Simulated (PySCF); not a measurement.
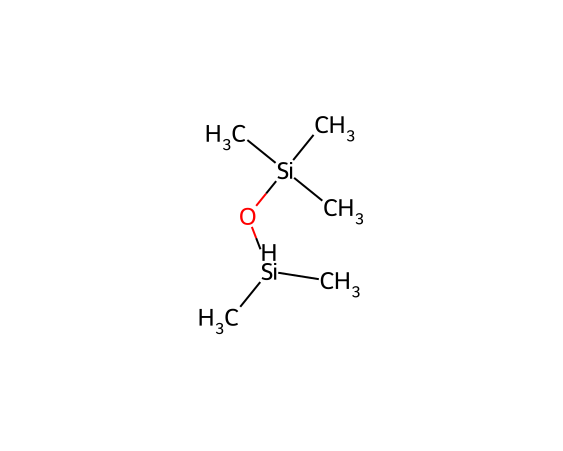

Structural formula above. The geometry was computed by an optimisation with PBE0-D3(BJ)/def2-SVP. No frequency run is at hand to confirm it as a minimum.

Describe the 3D structure.

Formula C5H16OSi2. SMILES: `C[SiH](C)O[Si](C)(C)C`. It has no ring. Among its groups: Si–H bond, Si–O bond. The point group is C1. Coordination: 2 Si tetrahedral; 5 C tetrahedral; 1 O bent.

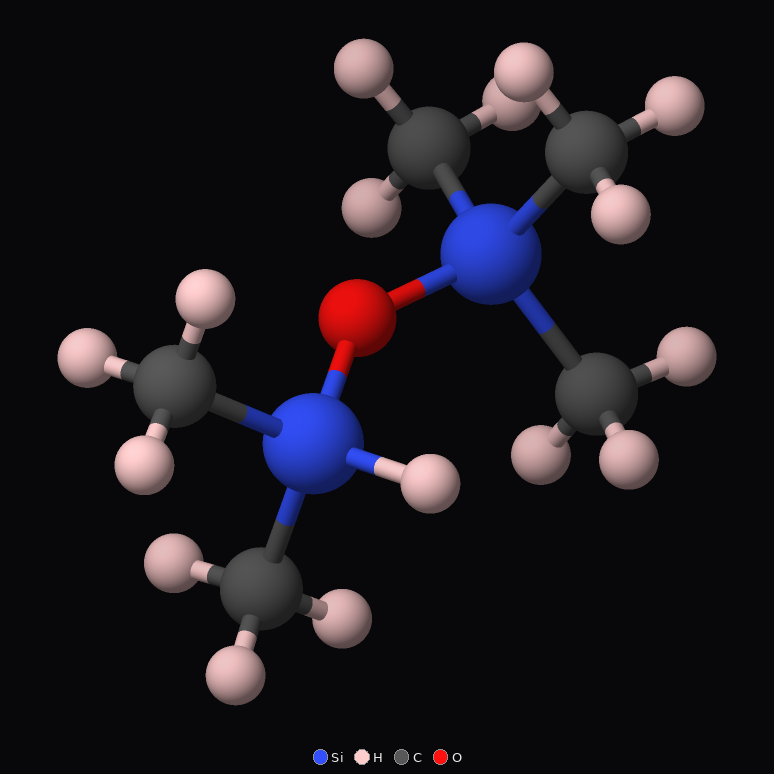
